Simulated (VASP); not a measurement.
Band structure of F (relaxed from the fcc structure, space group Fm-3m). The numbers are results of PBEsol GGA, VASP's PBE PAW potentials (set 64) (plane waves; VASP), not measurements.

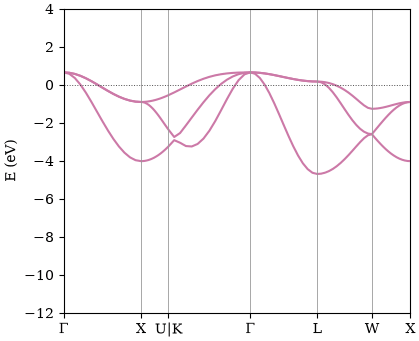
*Bands along high-symmetry lines, zero at the valence-band maximum or, without a gap, the Fermi level*

Problem. Read the plot: is there a gap, and where are the band edges?

Solution. It has no gap at this level: it comes out as a metal or semimetal. (Edges off the drawn lines would not show.)

The structure was generated: F was put into the fcc type (Fm-3m), which need not be its known phase. It was relaxed first, which changed the volume by -10 %.
